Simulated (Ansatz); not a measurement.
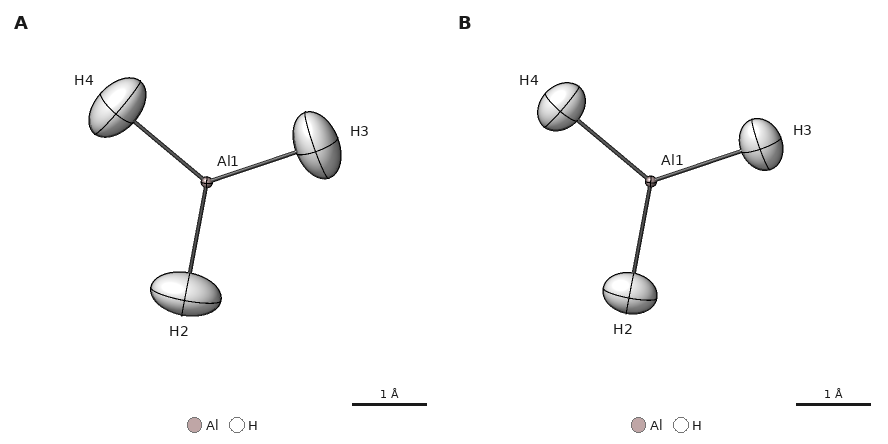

Displacement ellipsoids at the 50 % level, scaled by 2, from the internal vibrations of the free molecule (harmonic, no overall translation or rotation; no half-axis is drawn under 0.075 Å). Vibrations computed with RKS PBE0-D4/def2-TZVP (Ansatz 0.2.0). One panel is for 298 K, the other for 900 K.

**Which panel is for 900 K?**

A.

**How much does the mean-square displacement of H3 grow, and why?**

U_eq goes from 0.0100 to 0.0157 Å², a factor of 1.6. The lowest modes (from 704 cm⁻¹) begin to be excited.
